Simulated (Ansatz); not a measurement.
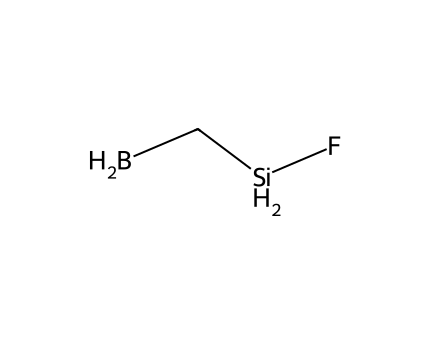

The drawing above gives the connectivity. The geometry was computed by an optimisation with PBE-D4/def2-SVP. No frequency run is at hand to confirm it as a minimum.

Describe the 3D structure.

The molecule is CH6BFSi. SMILES: `BC[SiH2]F`. It has no ring. Among its groups: Si–H bond, B–H bond. Coordination: 1 B trigonal planar; 1 C tetrahedral; 1 Si tetrahedral.

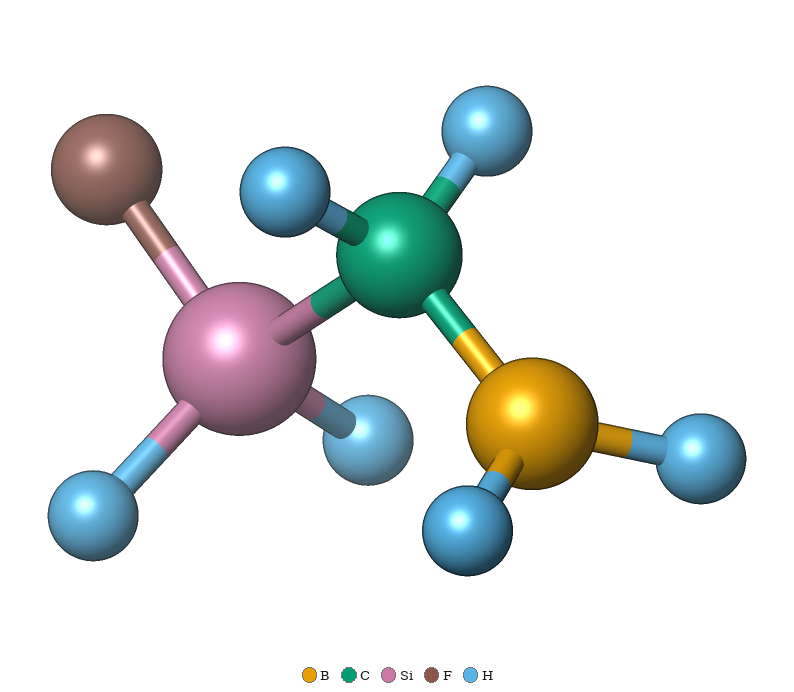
